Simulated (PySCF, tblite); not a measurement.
# C5H7BF2: geometry, infrared bands and NMR shifts

Aim: predict the infrared bands and NMR shifts of C5H7BF2 (`C#C[C@H](BC)C(F)F`).

Computed with tblite 0.8.0 and PySCF 2.14.0, with density-fitted response routines of our own, on a single molecule in the gas phase. Atoms are numbered from 0 throughout.

### 1 The molecule as given

15 atoms, charge 0, multiplicity 1; geometry from: force field or distance geometry start.

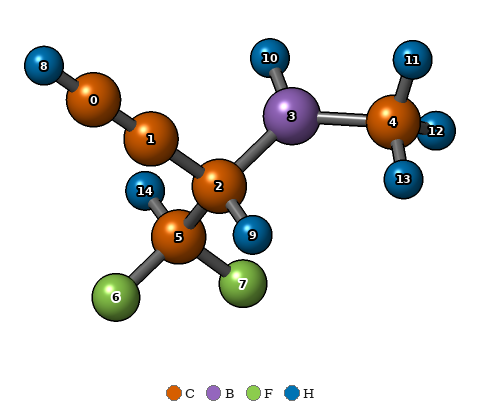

As it starts; carbon orange, boron purple, fluorine green, hydrogen blue, atoms numbered.

### 2 Optimising the geometry with GFN2-xTB

What the job is given:

```
{"job": {"kind": "relax", "xc": "GFN2-xTB", "basis": "xTB"}, "charge": 0, "multiplicity": 1}
C      2.451000    -1.221700     0.985600
C      1.498900    -0.513800     0.688800
C      0.370700     0.333500     0.353400
B     -0.748400    -0.550600    -0.385500
C     -2.208600    -0.725000     0.238000
C      0.808900     1.490500    -0.554800
F      1.777300     2.250800     0.090300
F     -0.254200     2.315900    -0.848800
H      3.271000    -1.836800     1.240100
H     -0.063300     0.756300     1.292700
H     -0.486700    -1.103500    -1.394800
H     -2.405500    -1.800200     0.431700
H     -2.957600    -0.344100    -0.489400
H     -2.300000    -0.154100     1.174900
H      1.242100     1.110800    -1.498700
```

Started as:

```bash
$ OMP_NUM_THREADS=1 python probes_run.py task.json out
```

The driver reads the jobs from task.json and runs them one after another.

The program printed:

```text
step      E/eV     max force
  0    -677.13314    2.647
  1    -677.05178    7.339
  2    -677.25559    0.493
  3    -677.27611    0.380
  4    -677.29093    0.157
  5    -677.29265    0.115
  6    -677.29547    0.110
  7    -677.29633    0.087
  8    -677.29722    0.067
  9    -677.29773    0.067
 10    -677.29843    0.062
 11    -677.29906    0.072
 12    -677.29958    0.057
 13    -677.29991    0.043
 14    -677.30020    0.040
 15    -677.30058    0.056
 16    -677.30110    0.072
 17    -677.30168    0.061
 18    -677.30220    0.058
 19    -677.30266    0.058
 20    -677.30310    0.062
 21    -677.30355    0.059
 22    -677.30392    0.044
 23    -677.30422    0.053
 24    -677.30450    0.050
 25    -677.30485    0.046
 26    -677.30524    0.056
 27    -677.30558    0.048
 28    -677.30587    0.051
 29    -677.30618    0.044
 30    -677.30656    0.054
 31    -677.30696    0.055
 32    -677.30725    0.034
 33    -677.30744    0.032
 34    -677.30763    0.036
 35    -677.30789    0.053
 36    -677.30819    0.056
 37    -677.30843    0.038
 38    -677.30861    0.030
 39    -677.30877    0.038
 40    -677.30896    0.046
 41    -677.30921    0.044
 42    -677.30949    0.048
 43    -677.30982    0.059
 44    -677.31029    0.059
 45    -677.31090    0.066
 46    -677.31153    0.062
 47    -677.31204    0.055
 48    -677.31252    0.051
 49    -677.31300    0.058
 50    -677.31328    0.057
 51    -677.31367    0.061
 52    -677.31400    0.059
 53    -677.31468    0.047
 54    -677.31510    0.050
 55    -677.31559    0.045
 56    -677.31589    0.038
 57    -677.31612    0.034
 58    -677.31638    0.043
 59    -677.31664    0.040
 60    -677.31692    0.043
 61    -677.31718    0.030
 62    -677.31735    0.030
 63    -677.31767    0.042
 64    -677.31813    0.065
 65    -677.31867    0.082
 66    -677.31915    0.073
 67    -677.31963    0.052
 68    -677.32020    0.067
 69    -677.32120    0.092
 70    -677.32294    0.120
 71    -677.32487    0.151
 72    -677.31076    0.529
 73    -677.32634    0.079
 74    -677.32691    0.068
 75    -677.32804    0.080
 76    -677.32853    0.075
 77    -677.33025    0.128
 78    -677.33070    0.040
 79    -677.33094    0.056
 80    -677.33118    0.041
 81    -677.33161    0.080
 82    -677.33201    0.101
 83    -677.33249    0.098
 84    -677.33287    0.066
 85    -677.33319    0.048
 86    -677.33353    0.061
 87    -677.33397    0.109
 88    -677.33446    0.126
 89    -677.33495    0.081
 90    -677.33530    0.046
 91    -677.33560    0.036
 92    -677.33586    0.055
 93    -677.33601    0.050
 94    -677.33609    0.029
 95    -677.33614    0.019
 96    -677.33618    0.018
 97    -677.33622    0.020
 98    -677.33626    0.017
 99    -677.33630    0.014
100    -677.33634    0.013
101    -677.33636    0.014
102    -677.33637    0.010
103    -677.33638    0.011
104    -677.33640    0.013
105    -677.33642    0.016
106    -677.33644    0.012
107    -677.33646    0.014
108    -677.33649    0.011
109    -677.33651    0.013
110    -677.33652    0.009
```

Run time: 1.7 s. Hardware: 1 thread of Intel Xeon at 2.50GHz, shared host; peak memory 0.18 GiB.

Along the way: (not every step is listed) (the energy doesn't fall at every step)

| step | energy from step 0 (eV) | largest force (eV/Å) |
| --- | --- | --- |
| 0 | 0.0000 | 2.6475 |
| 1 | 0.0814 | 7.3392 |
| 2 | -0.1224 | 0.4929 |
| 3 | -0.1430 | 0.3805 |
| 4 | -0.1578 | 0.1573 |
| 5 | -0.1595 | 0.1148 |
| 6 | -0.1623 | 0.1105 |
| 7 | -0.1632 | 0.0870 |
| 8 | -0.1641 | 0.0667 |
| 17 | -0.1685 | 0.0610 |
| 26 | -0.1721 | 0.0556 |
| 35 | -0.1748 | 0.0528 |
| 44 | -0.1771 | 0.0590 |
| 53 | -0.1815 | 0.0472 |
| 62 | -0.1842 | 0.0298 |
| 71 | -0.1917 | 0.1508 |
| 80 | -0.1980 | 0.0415 |
| 89 | -0.2018 | 0.0808 |
| 98 | -0.2031 | 0.0166 |
| 105 | -0.2033 | 0.0161 |
| 106 | -0.2033 | 0.0124 |
| 107 | -0.2033 | 0.0145 |
| 108 | -0.2034 | 0.0114 |
| 109 | -0.2034 | 0.0131 |
| 110 | -0.2034 | 0.0095 |

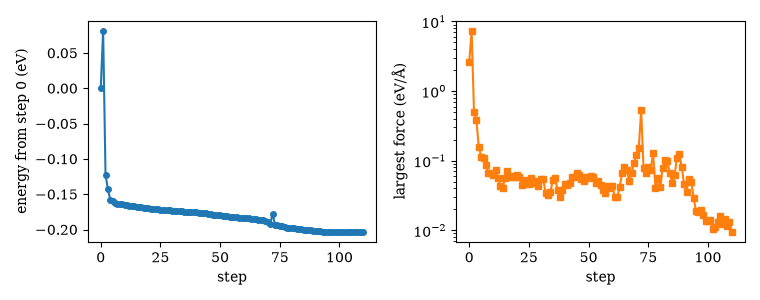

Energy and largest force along the relaxation.

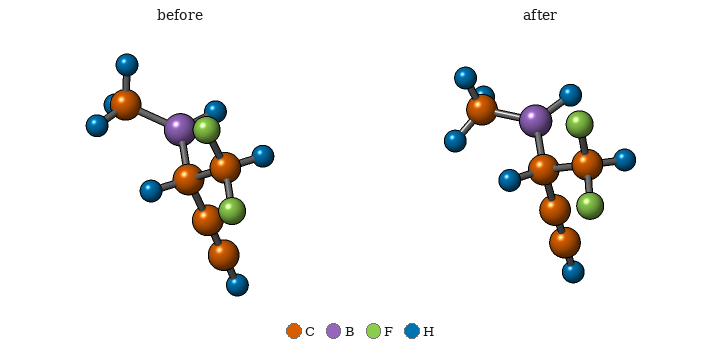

Before and after, at one scale.

Distances of close pairs at the start and the end, largest changes first:

```
  bond  before (Å)  after (Å)  change (Å)
 B3–C4       1.597      1.562      -0.035
 C5–F6       1.390      1.359      -0.031
 C0–C1       1.223      1.197      -0.026
 C2–H9       1.118      1.096      -0.022
C4–H11       1.110      1.088      -0.022
C4–H12       1.111      1.092      -0.019
 C5–F7       1.378      1.360      -0.018
C4–H13       1.101      1.087      -0.014
```

The end geometry stands in the next job.

### 3 Harmonic vibrations with GFN2-xTB

What the job is given:

```
{"job": {"kind": "ir", "xc": "GFN2-xTB", "basis": "xTB"}, "charge": 0, "multiplicity": 1}
C      2.051292    -1.242108     1.108788
C      1.249214    -0.435326     0.736145
C      0.271152     0.528937     0.254519
B     -0.828431    -0.376683    -0.461501
C     -2.005915    -0.973265     0.373581
C      0.957277     1.530897    -0.666327
F      1.816677     2.330436     0.017580
F      0.042484     2.370423    -1.220216
H      2.761222    -1.930908     1.458163
H     -0.116011     1.083411     1.116559
H     -0.715076    -0.607869    -1.603408
H     -2.234168    -2.002236     0.103327
H     -2.908204    -0.403967     0.141130
H     -1.867241    -0.923987     1.450802
H      1.521313     1.060235    -1.485743
```

The program printed:

```text
mode    cm-1     km/mol
  1      47.3      1.24
  2      60.8      1.91
  3      70.5      2.45
  4     108.2      0.96
  5     137.5      0.43
  6     169.7      2.47
  7     289.6      2.22
  8     327.6      4.15
  9     377.6      3.69
 10     422.8     12.95
 11     465.9     10.92
 12     535.9      7.32
 13     591.1      4.27
 14     638.5     32.15
 15     666.4     29.10
 16     803.7     69.33
 17     811.3     81.99
 18     967.5     27.07
 19     985.1     71.66
 20    1011.4     28.10
 21    1018.3     80.53
 22    1041.9    118.85
 23    1087.8     91.78
 24    1129.5     49.49
 25    1181.7    175.53
 26    1217.6     39.03
 27    1264.7     18.10
 28    1310.4     65.19
 29    1376.6     46.23
 30    1462.6      5.13
 31    1485.9      2.24
 32    2280.5     13.10
 33    2648.9    109.67
 34    2893.2     34.01
 35    2939.5     20.33
 36    2984.7      9.46
 37    3031.0     17.81
 38    3041.0     26.07
 39    3396.1     11.13
```

Wall time 1.1 s (1 thread of Intel Xeon at 2.50GHz, shared host); peak memory 0.18 GiB.

Which atoms move in the most intense modes:

```csv
cm⁻¹,km/mol,atoms
804,69.3,"H11 29 %, B3 17 %, C4 14 %"
811,82.0,"H10 26 %, B3 16 %, H12 16 %, C4 13 %"
985,71.7,"C5 30 %, C2 22 %, F6 18 %"
1018,80.5,"C5 29 %, C2 16 %, H10 11 %, F7 11 %"
1042,118.8,"B3 18 %, C5 16 %, C2 14 %, H13 12 %"
1088,91.8,"C5 43 %, C2 14 %, H14 12 %"
1182,175.5,"H9 39 %, C2 23 %, B3 19 %"
2649,109.7,H10 92 %
```

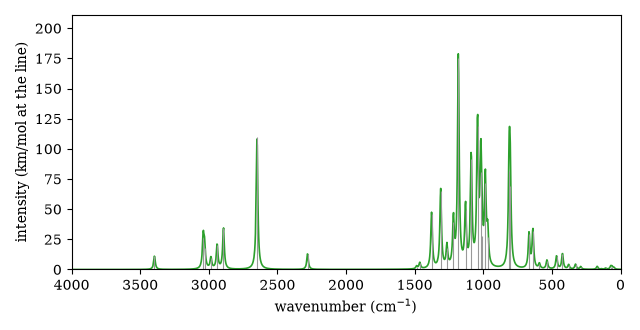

The infrared spectrum from these modes, unscaled. Lines are broadened to a width of 14 cm⁻¹ (Lorentzian).

### 4 Nuclear shieldings: PBE0/pcSseg-1

The job, as its differences from that of step 3:

```diff
@@ -1,2 +1,2 @@
-{"job": {"kind": "ir", "xc": "GFN2-xTB", "basis": "xTB"}, "charge": 0, "multiplicity": 1}
+{"job": {"kind": "nmr", "xc": "PBE0", "basis": "pcSseg-1"}, "charge": 0, "multiplicity": 1}
 C      2.051292    -1.242108     1.108788
```

Level: GIAO PBE0/pcSseg-1 NMR shielding, non-relativistic, gas phase.

The program printed:

```text
coarse grid: 13032 points
cycle   1  E = -418.5294739593  dE =  9.686e-01  |g| = 7.655e-01  |ddm| = 3.493e+00
cycle   2  E = -418.4541804903  dE =  7.529e-02  |g| = 1.048e+00  |ddm| = 1.347e+00
cycle   3  E = -418.6369278927  dE = -1.827e-01  |g| = 1.223e-01  |ddm| = 7.914e-01
cycle   4  E = -418.6391651814  dE = -2.237e-03  |g| = 7.333e-02  |ddm| = 1.432e-01
cycle   5  E = -418.6403775089  dE = -1.212e-03  |g| = 2.193e-02  |ddm| = 5.728e-02
cycle   6  E = -418.6404847640  dE = -1.073e-04  |g| = 3.854e-03  |ddm| = 1.878e-02
cycle   7  E = -418.6404882412  dE = -3.477e-06  |g| = 8.296e-04  |ddm| = 3.782e-03
final grid: 128064 points
cycle   8  E = -418.7004474426  dE = -4.883e-05  |g| = 8.023e-03  |ddm| = 3.746e-02
cycle   9  E = -418.7004409635  dE =  6.479e-06  |g| = 1.022e-02  |ddm| = 1.536e-02
cycle  10  E = -418.7004616273  dE = -2.066e-05  |g| = 1.822e-03  |ddm| = 8.511e-03
cycle  11  E = -418.7004622931  dE = -6.658e-07  |g| = 5.641e-04  |ddm| = 1.538e-03
cycle  12  E = -418.7004623657  dE = -7.262e-08  |g| = 1.804e-04  |ddm| = 4.749e-04
cycle  13  E = -418.7004623720  dE = -6.292e-09  |g| = 2.948e-05  |ddm| = 1.258e-04
cycle  14  E = -418.7004623722  dE = -1.966e-10  |g| = 7.639e-06  |ddm| = 2.748e-05
converged SCF energy = -418.7004623722

GIAO shielding tensors (ppm)
atom      isotropic    diamagn.    paramagn.     s11        s22        s33       span
  0 C      102.825     257.563    -154.738     26.744     30.652    251.079    224.335
  1 C      109.376     265.169    -155.793     11.527     24.678    291.921    280.394
  2 C      145.422     247.307    -101.884    125.215    149.060    161.991     36.776
  3 B       22.951     189.547    -166.595    -52.911     -1.918    123.683    176.595
  4 C      171.830     251.659     -79.828    145.449    181.074    188.968     43.519
  5 C       60.899     240.032    -179.133     43.484     67.082     72.132     28.648
  6 F      294.445     469.798    -175.353    200.240    332.192    350.901    150.661
  7 F      302.096     471.719    -169.623    199.297    343.469    363.522    164.225
  8 H       30.021      34.219      -4.198     24.719     24.899     40.444     15.725
  9 H       28.361      29.512      -1.151     25.032     28.563     31.489      6.456
 10 H       24.515      29.727      -5.212     19.118     26.826     27.601      8.484
 11 H       30.220      28.767       1.454     27.019     27.631     36.012      8.993
 12 H       30.966      28.269       2.697     27.035     28.636     37.227     10.193
 13 H       30.368      30.832      -0.464     26.772     30.408     33.924      7.152
 14 H       25.291      27.750      -2.459     23.492     24.587     27.792      4.300
```

Wall time 54 s (1 thread of Intel Xeon at 2.50GHz, shared host); peak memory 0.76 GiB.

Shifts follow as δ = σ(reference) − σ, with reference shieldings (ppm) from runs at the same level and on the same kind of geometry: 1H TMS 31.72, 13C TMS 186.9, 19F CFCl3 170.9, 11B BF3·OEt2 100.1. The references are single molecules in the gas phase, so shifts against H2O, NH3, PH3, H3PO4 or CFCl3 are not on the usual liquid scales and can be off by tens of ppm. Atoms listed in one row are averaged.

```
        atoms                                   environment  σ (ppm)  δ (ppm)  δ scaled to CDCl3
           C5                          sp3 CH bonded to 2 F     60.9    126.0              121.1
           C0                        terminal alkyne carbon    102.8     84.1               80.2
           C1                                 alkyne carbon    109.4     77.5               73.8
           C2                propargylic sp3 CH bonded to B    145.4     41.5               38.6
           C4                     methyl carbon bonded to B    171.8     15.1               12.8
          H10             hydrogen on a boron bonded to 2 C    24.52     7.20                  –
          H14           hydrogen on an sp3 CH bonded to 2 F    25.29     6.43               6.16
           H9  hydrogen on a propargylic sp3 CH bonded to B    28.36     3.36               3.27
           H8          hydrogen on a terminal alkyne carbon    30.02     1.70               1.70
H11, H12, H13       hydrogen on a methyl carbon bonded to B    30.52     1.20               1.24
           B3                        boron bonded to 2 C, H     23.0     77.1                  –
           F6                       fluorine of a CF2 group    294.4   -123.5                  –
           F7                       fluorine of a CF2 group    302.1   -131.2                  –
```

The scaled column applies a straight-line fit of computed shieldings to shifts measured in CDCl3, and one for carbons that bear F (root-mean-square error 0.16 ppm for H, 1.9 ppm for C).

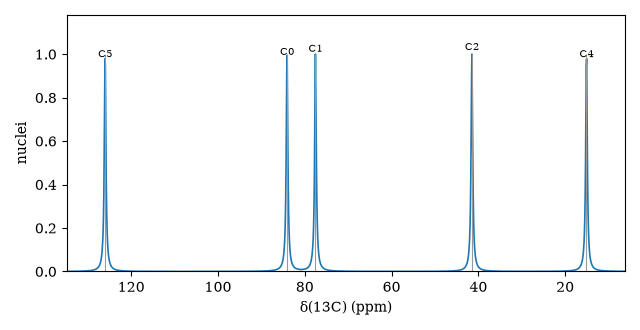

13C lines at the computed shifts, without couplings. Lines are broadened to a width of 0.44 ppm (Lorentzian).

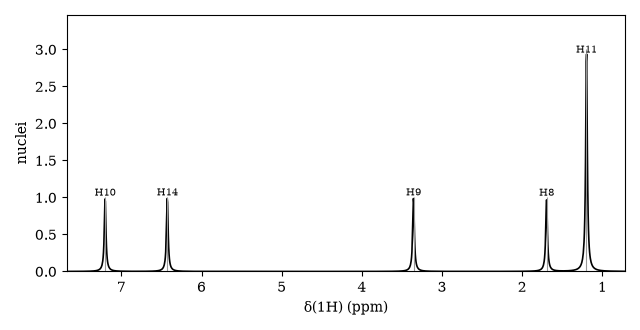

1H lines at the computed shifts, without couplings. Lines are broadened to a width of 0.02 ppm (Lorentzian).

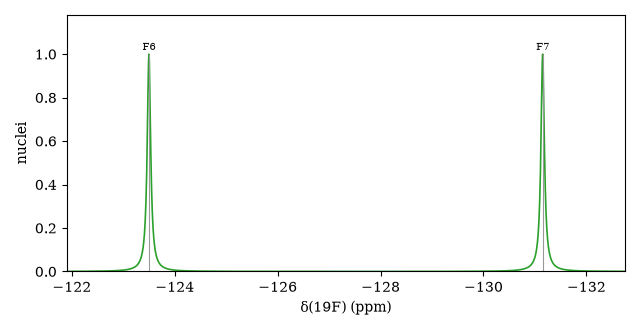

19F lines at the computed shifts, without couplings. Lines are broadened to a width of 0.08 ppm (Lorentzian).

Charges from the same density, by scheme (e):

```csv
atoms,Mulliken,IAO,Hirshfeld,ESP fit
C0,-0.38,-0.23,-0.10,-0.40
C1,0.22,-0.02,-0.03,0.00
C2,-0.46,-0.30,-0.10,-0.29
B3,0.38,0.23,0.19,0.55
C4,-0.52,-0.58,-0.19,-0.66
C5,0.60,0.46,0.15,0.34
F6,-0.30,-0.30,-0.11,-0.21
F7,-0.31,-0.31,-0.11,-0.23
```

ESP fit charges:

C0 -0.40; C1 0.00; C2 -0.29; B3 0.55; C4 -0.66; C5 0.34; F6 -0.21; F7 -0.23; H8 0.31; H9 0.18; H10 -0.16; H11 0.17; H12 0.17; H13 0.15; H14 0.09

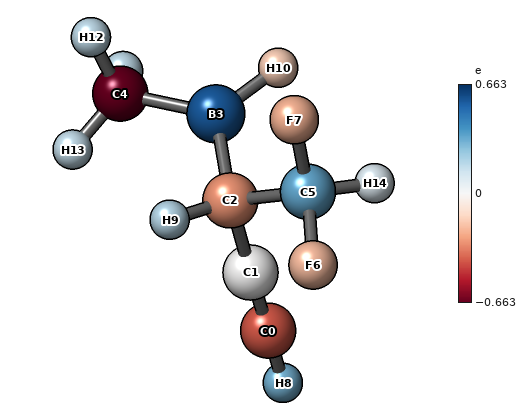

ESP fit charges, as colours on the atoms.

Mayer bond orders: C0–C1 2.52, C1–C2 0.97, C2–B3 0.87, B3–C4 1.09, C2–C5 1.01, C5–F6 0.96, C5–F7 0.94.

### 5 What came out

| quantity | value |
| --- | --- |
| strongest single infrared mode (GFN2-xTB) | 1182 cm⁻¹, 176 km/mol |
| zero-point energy (GFN2-xTB) | 66.2 kcal/mol |
| 13C shifts against TMS (PBE0/pcSseg-1) | 126.0, 84.1, 77.5, 41.5, 15.1 ppm |
| 1H shifts against TMS (PBE0/pcSseg-1, means over atoms taken as alike) | 7.20, 6.43, 3.36, 1.70, 1.20 ppm |
| 11B shifts against BF3·OEt2 (PBE0/pcSseg-1) | 77.1 ppm |
| 19F shifts against CFCl3 (PBE0/pcSseg-1) | -123.5, -131.2 ppm |

**Reading.** The optimisation took 110 steps and gained 0.203 eV; among the close pairs (by a distance rule), B3–C4 changed most, from 1.597 to 1.562 Å. All 39 modes are real, so the xTB geometry is a minimum. The strongest single mode, at 1182 cm⁻¹, is spread over several atoms, H9, C2, B3 among them. GFN2-xTB is a fitted tight-binding method: band positions and strengths are rough. Its intensities can rank the bands wrongly. At PBE0/pcSseg-1: The largest span, 280 ppm, is at C1, where the paramagnetic term is -156 ppm.
